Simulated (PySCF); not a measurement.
Molecule: SMILES [CH3][Ge]([Br])([CH3])[CH2]C. Atoms near the plane z = 0.6 Å, at the GFN2-xTB optimised geometry (x, y, z in Å): C1 (-2.1, 1.1, 0.1), C2 (-0.6, 1.1, 0.0), Ge3 (0.2, -0.8, 0.0), C4 (2.2, -0.8, 0.0), H7 (-2.5, 2.1, 0.1), H8 (-2.5, 0.6, 1.0), H10 (-0.2, 1.6, 0.8), H13 (2.6, -1.8, 0.1), H14 (2.6, -0.2, 0.8).

Level of theory: PBE0/def2-SVP (PySCF 2.14.0). The values are rescaled to run from 0 to 1.

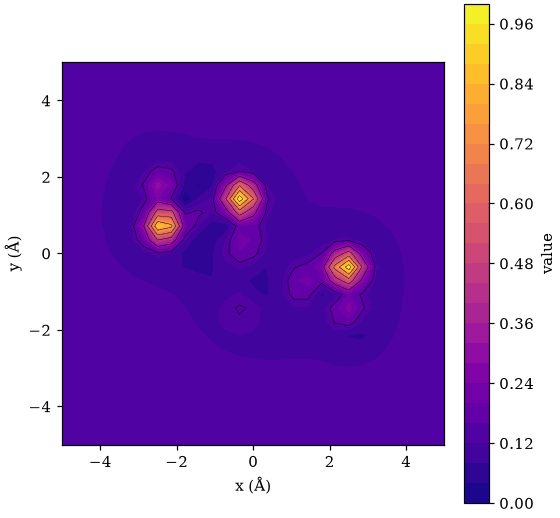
a field on the plane z = 0.6 Å.

### Question
Which quantity is mapped?
A. Laplacian of the electron density
B. electron localisation function
C. an orbital amplitude
D. deformation density (molecule minus spherical neutral atoms)

### Answer
D, deformation density (molecule minus spherical neutral atoms). In full: deformation density (molecule minus spherical neutral atoms) (e/bohr³).
